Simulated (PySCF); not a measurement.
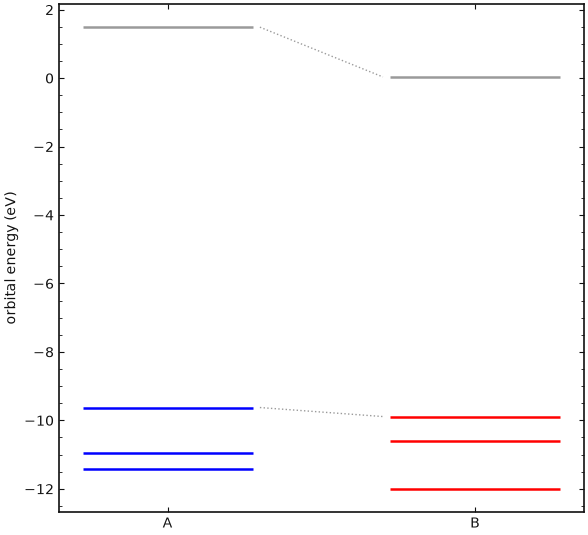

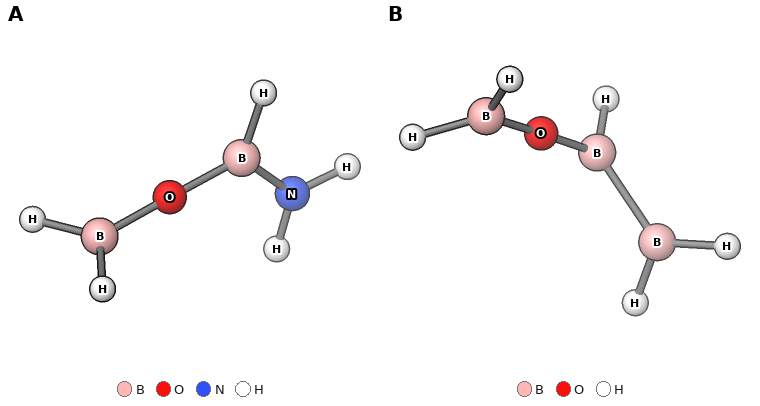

Related molecules: A is B₂NH₅O, SMILES BOBN; B is B₃H₅O, SMILES BBOB. Frontier orbital energies, ωB97X-D/def2-SVPD in PySCF, at a GFN2-xTB geometry (no frequency check); drawn are at most three filled levels and, in grey, the LUMO with any level within 0.03 eV of it; dotted lines join the HOMOs and the LUMOs.

> What does the change do to the frontier levels?

From A to B the HOMO falls by 0.26 eV and the LUMO falls by 1.45 eV, so the separation goes from 11.11 to 9.92 eV.

Limits of at least one run: empty levels above zero depend strongly on the basis; one conformer of a flexible molecule; the tight-binding geometry is rougher than a DFT one and adds to the error.
